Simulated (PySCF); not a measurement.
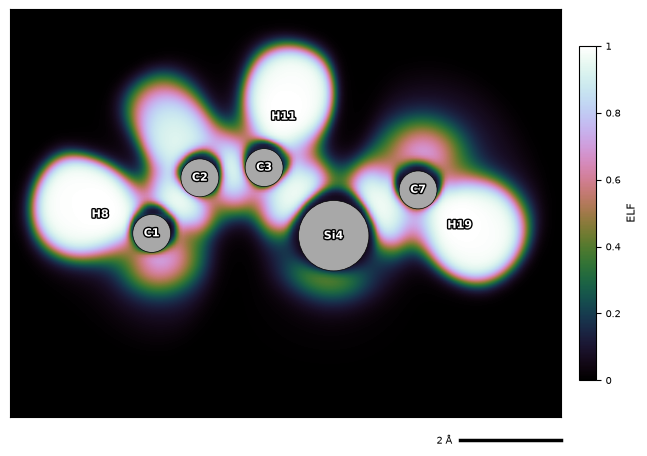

Figure. C6H13Si (SMILES C/[C]=C\[Si](C)(C)C) (doublet). Electron localisation function on the plane of atoms C1, C2 and C3. Grey discs cover the atomic cores.

Geometry: GFN2-xTB.

Level of theory: PySCF 2.14.0, density-fitted response routines, UKS B3LYP, pcH-1 on C H Si, non-relativistic, mean-field spin-orbit, GIAO.

Input file:

```
{"job": {"kind": "epr", "basis": "pcH-1"}, "charge": 0, "multiplicity": 2}
C      2.920628    -0.008232    -0.270020
C      2.075670    -0.419020     0.850269
C      0.825578    -0.508840     1.165793
Si    -0.682106    -0.041381     0.047166
C     -0.606018     1.804714    -0.433097
C     -0.678890    -1.094024    -1.545084
C     -2.261206    -0.389096     1.058044
H      3.977369    -0.122479    -0.021595
H      2.713957    -0.619749    -1.150923
H      2.744903     1.040247    -0.520447
H      0.537955    -0.878048     2.143165
H     -0.536322     2.443468     0.442053
H     -1.491871     2.100796    -0.988202
H      0.256305     2.010952    -1.059328
H     -0.654736    -2.156237    -1.322579
H      0.185091    -0.868542    -2.162097
H     -1.566018    -0.902298    -2.142098
H     -2.285448     0.201744     1.968591
H     -3.153317    -0.148185     0.487458
H     -2.326670    -1.435110     1.341411
```

Run with:

```sh
OMP_NUM_THREADS=1 python probes_run.py task.json out
```

> Describe what can be read from this map.

The section cuts through C, Si and H sites. C–C (1.29 Å): the ELF peaks at about 0.90 between the atoms; a short, multiple covalent bond. C–Si (1.91 Å): the ELF peaks at about 0.95 between the atoms; localised, covalent bonding. C–H (1.08 Å): the ELF climbs to about 1 towards the hydrogen, as it does in any bond to H. C–C (1.46 Å): the ELF peaks at about 0.95 between the atoms (a covalent bond).
